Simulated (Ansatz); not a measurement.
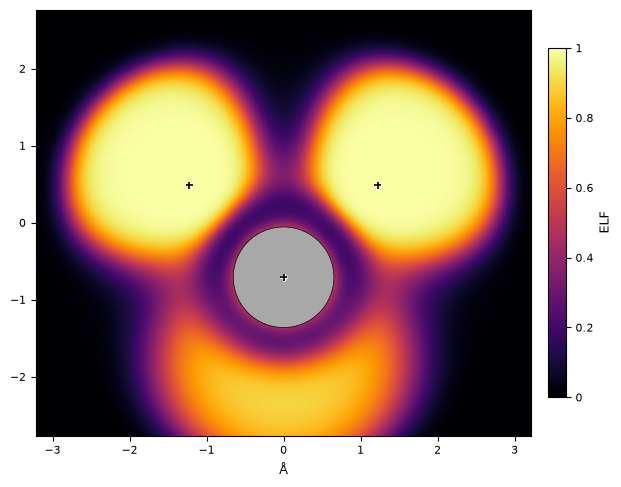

The electron localisation function on a plane through atoms (crosses mark nuclei in the plane; grey discs cover the cores).

Level of theory: RKS PBE0-D4/def2-TZVPPD (Ansatz 0.2.0).

Candidates:
A. OH···PH3 (charge −1)
B. Br···CO (charge −1)
C. H3Sb

**Which candidate gave the map?**

Candidate C: H3Sb on the plane of atoms H2, Sb1 and H4, which holds Sb and H. Sb–H (1.71 Å): the ELF climbs to about 1 towards the hydrogen.
